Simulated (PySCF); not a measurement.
# C3H10OSi (trimethylsilanol) at 6 levels

Aim: a comparison of 6 runs (HF/STO-3G, HF/3-21G, HF/6-31G, B3LYP/6-31G*, PBE0/def2-SVP, MP2/pcseg-1) of C3H10OSi (trimethylsilanol). Input form: a Python script.

The calculation is run with PySCF 2.14.0.

1 further run of the same task is left out (set aside as unsound or not needed).

## (1) The structure to begin with

C3H10OSi has 15 atoms, charge 0, and is taken as a singlet. SMILES: `C[Si](C)(C)O`. Geometry: relaxed at PBE0-D4/def2-TZVP. This is one conformer, not always the lowest.

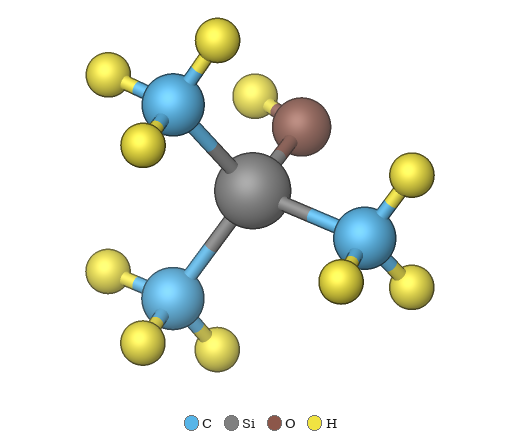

Viewed from a chosen angle; carbon blue, silicon grey, oxygen brown, hydrogen yellow.

## (2) Energy and gradient at HF/STO-3G (run 1)

run.py

```python
import pyscf.grad
from pyscf import gto

system = gto.M(
    atom='''
C       -1.759880       0.191150       0.071540
Si       0.089930       0.200980      -0.204700
C        0.959910       0.370300       1.442320
C        0.639300      -1.339490      -1.093220
O        0.516200       1.448090      -1.213440
H       -2.095970       1.106050       0.568270
H       -2.057470      -0.651720       0.702020
H       -2.296730       0.107790      -0.876880
H        0.664600       1.288070       1.959260
H        2.044780       0.393380       1.311290
H        0.718200      -0.468650       2.101280
H        0.405110      -2.234400      -0.510590
H        1.717690      -1.322690      -1.268870
H        0.142180      -1.426990      -2.062380
H        0.312140       2.338130      -0.925910
''',
    verbose=4,
    charge=0,
    basis='sto-3g',
    max_memory=1860,
)

hf = system.RHF()
hf.conv_tol = 1e-10
hf.kernel()
if not hf.converged:
    hf = hf.newton().run(hf.mo_coeff, hf.mo_occ)

e_tot = hf.e_tot
print('E(%s) = %.9f' % ('HF', e_tot))
grad = hf.Gradients().kernel()
dip = hf.dip_moment()
pop, q = hf.mulliken_pop()
```

On the command line:

```bash
$ OMP_NUM_THREADS=1 python run.py
```

The log of the run:

```text
PySCF version 2.14.0

[... 67 lines left out ...]
converged SCF energy = -477.560157152415
[... 12 lines left out ...]
Dipole moment(X, Y, Z, Debye): -0.57051,  0.22161,  1.10144
[... 55 lines left out ...]
charge of   14H =      0.16565
```

Wall time 5.7 s (1 thread of Intel Xeon at 2.50GHz (Skylake/Cascade Lake), shared host); peak memory 0.12 GiB.

## (3) Energy and forces at HF/3-21G (run 2)

input.xyz

```xyz
15
C3H10OSi
C     -1.759880     0.191150     0.071540
Si     0.089930     0.200980    -0.204700
C      0.959910     0.370300     1.442320
C      0.639300    -1.339490    -1.093220
O      0.516200     1.448090    -1.213440
H     -2.095970     1.106050     0.568270
H     -2.057470    -0.651720     0.702020
H     -2.296730     0.107790    -0.876880
H      0.664600     1.288070     1.959260
H      2.044780     0.393380     1.311290
H      0.718200    -0.468650     2.101280
H      0.405110    -2.234400    -0.510590
H      1.717690    -1.322690    -1.268870
H      0.142180    -1.426990    -2.062380
H      0.312140     2.338130    -0.925910
```

calc.py

```python
from pyscf import gto

mol = gto.M(
    atom='input.xyz',
    spin=0,
    basis='3-21g',
    charge=0,
    verbose=3,
    max_memory=1860,
)

mf = mol.RHF()
mf.conv_tol = 1e-10
mf.kernel()
if not mf.converged:
    mf = mf.newton().run(mf.mo_coeff, mf.mo_occ)

e_tot = mf.e_tot
print('E = %.10f Eh' % e_tot)
grad = mf.nuc_grad_method().kernel()
dip = mf.dip_moment()
pop, q = mf.mulliken_pop()
```

On the command line:

```bash
$ OMP_NUM_THREADS=1 python calc.py
```

The log of the run:

```text
converged SCF energy = -480.714274837343
[... 9 lines left out ...]
Dipole moment(X, Y, Z, Debye): -0.82478,  0.54014,  1.56362
[... 85 lines left out ...]
charge of   14H =      0.39419
```

Run time: 11 s. Hardware: 1 thread of Intel Xeon at 2.50GHz (Skylake/Cascade Lake), shared host; peak memory 0.14 GiB.

Run 3 isn't shown in full; the table further down has it.

## (4) Energy and forces at B3LYP/6-31G(d) (Cartesian functions) (run 4)

input.xyz is that of step 3.

run.py

```python
# C[Si](C)(C)O
from pyscf import gto, dft

mol = gto.M(
    atom='input.xyz',
    cart=True,
    verbose=3,
    charge=0,
    max_memory=1860,
    basis='6-31g*',
    spin=0,
)

mf = dft.RKS(mol)
mf.xc = 'b3lyp'
mf.conv_tol = 1e-10
mf.grids.level = 5
mf.kernel()
if not mf.converged:
    mf = mf.newton().run(mf.mo_coeff, mf.mo_occ)

e_final = mf.e_tot
print(f'total energy: {e_final:.8f} hartree')
grad = mf.nuc_grad_method().kernel()
mf.analyze()
```

On the command line:

```bash
$ OMP_NUM_THREADS=1 python run.py
```

The log of the run:

```text
converged SCF energy = -485.132448177138
[... 12 lines left out ...]
MO #3   energy= -10.1553208506332  occ= 2
[... 11 lines left out ...]
MO #15  energy= -0.427936495452879 occ= 2
[... 11 lines left out ...]
MO #27  energy= 0.0843247582044375 occ= 0
[... 11 lines left out ...]
MO #39  energy= 0.233799384700681  occ= 0
[... 11 lines left out ...]
MO #51  energy= 0.749017078916854  occ= 0
[... 11 lines left out ...]
MO #63  energy= 0.947863630447612  occ= 0
[... 11 lines left out ...]
MO #75  energy= 1.66505835458704   occ= 0
[... 11 lines left out ...]
MO #87  energy= 2.27605942462854   occ= 0
[... 11 lines left out ...]
MO #99  energy= 4.22954409662902   occ= 0
[... 16 lines left out ...]
Dipole moment(X, Y, Z, Debye): -0.62510,  0.47406,  1.17654
```

Run time: 1.7 min. Hardware: 1 thread of Intel Xeon at 2.50GHz (Skylake/Cascade Lake), shared host; peak memory 1 GiB.

Run 5 isn't shown in full; the table further down has it.

## (5) Energy and gradient at MP2/pcseg-1 (run 6)

start.xyz

```xyz
15

C     -1.759880     0.191150     0.071540
Si     0.089930     0.200980    -0.204700
C      0.959910     0.370300     1.442320
C      0.639300    -1.339490    -1.093220
O      0.516200     1.448090    -1.213440
H     -2.095970     1.106050     0.568270
H     -2.057470    -0.651720     0.702020
H     -2.296730     0.107790    -0.876880
H      0.664600     1.288070     1.959260
H      2.044780     0.393380     1.311290
H      0.718200    -0.468650     2.101280
H      0.405110    -2.234400    -0.510590
H      1.717690    -1.322690    -1.268870
H      0.142180    -1.426990    -2.062380
H      0.312140     2.338130    -0.925910
```

run.py

```python
import pyscf.grad
from pyscf import gto, scf, mp

system = gto.M(
    atom='start.xyz',
    max_memory=1860,
    basis='pcseg-1',
    verbose=4,
)

mf = scf.RHF(system)
mf.conv_tol = 1e-10
mf.kernel()
if not mf.converged:
    mf = mf.newton().run(mf.mo_coeff, mf.mo_occ)

pt = mp.MP2(mf, frozen=9).run()
e_tot = pt.e_tot
print(f'total energy: {e_tot:.8f} hartree')
grad = pt.Gradients().kernel()
mf.analyze()
```

On the command line:

```bash
$ OMP_NUM_THREADS=1 python run.py
```

The log of the run:

```text
PySCF version 2.14.0

[... 89 lines left out ...]
Nuclear Repulsion Energy =             251.489055679849969
[... 17 lines left out ...]
MO #12  energy= -0.927127701771926 occ= 2
[... 15 lines left out ...]
MO #28  energy= 0.194013070489375  occ= 0
[... 15 lines left out ...]
MO #44  energy= 0.499558677672304  occ= 0
[... 15 lines left out ...]
MO #60  energy= 0.934909154832051  occ= 0
[... 15 lines left out ...]
MO #76  energy= 1.67025588826351   occ= 0
[... 15 lines left out ...]
MO #92  energy= 2.31783022048738   occ= 0
[... 15 lines left out ...]
MO #108 energy= 3.00273386738675   occ= 0
[... 15 lines left out ...]
MO #124 energy= 3.92761390774972   occ= 0
[... 142 lines left out ...]
Dipole moment(X, Y, Z, Debye): -0.72003,  0.42752,  1.37079
```

It took 94 s on 1 thread of Intel Xeon at 2.50GHz (Skylake/Cascade Lake), shared host; peak memory 1.3 GiB.

## (6) The series

```
run                               level  Cartesian functions  integration grid  energy (Eh)  dipole moment (D) of the reference  HOMO energy (eV)  LUMO energy (eV)  wall time
  1                           HF/STO-3G                   no                 –  -477.560157                                1.26             -8.86             13.50      5.7 s
  2                            HF/3-21G                   no                 –  -480.714275                                1.85            -11.21              6.13       11 s
  3                            HF/6-31G                   no                 –  -483.156833                                2.14            -11.32              5.01       18 s
  4  B3LYP/6-31G* (Cartesian functions)                  yes                 5  -485.132448                                1.41             -7.44              1.50    1.7 min
  5                       PBE0/def2-SVP                   no                 5  -484.544518                                1.33             -7.83              1.37    2.2 min
  6                         MP2/pcseg-1                   no                 –  -483.948467                                1.61            -11.47              3.66       94 s
```

## (7) Summary of results

| quantity | value |
| --- | --- |
| run 6: total energy | -483.94847 Eh |
| run 6: dipole moment (Hartree–Fock density) | 1.61 D |
| run 6: HOMO energy (Hartree–Fock orbitals) | -11.47 eV |
| run 6: LUMO energy (Hartree–Fock orbitals) | 3.66 eV |
| run 6: HOMO–LUMO gap (Hartree–Fock orbitals) | 15.13 eV |
| run 6: correlation energy (9 core orbitals frozen) | -720.5 mEh |
| run 6: largest force on an atom | 0.748 eV/Å |

What this shows: Over runs 1, 2, 3, 4, 5 the dipole moment (its size) runs from 1.26 D (HF/STO-3G) to 2.14 D (HF/6-31G). Over runs 1, 2, 3, 4, 5 the HOMO–LUMO gap runs from 8.93 eV (B3LYP/6-31G*) to 22.36 eV (HF/STO-3G). The two ends differ in method and basis. Totals of different functionals can't be ranked against each other. In run 1 the basis is minimal, so the values are rough. All runs together took 6.1 min, the longest 2.2 min.
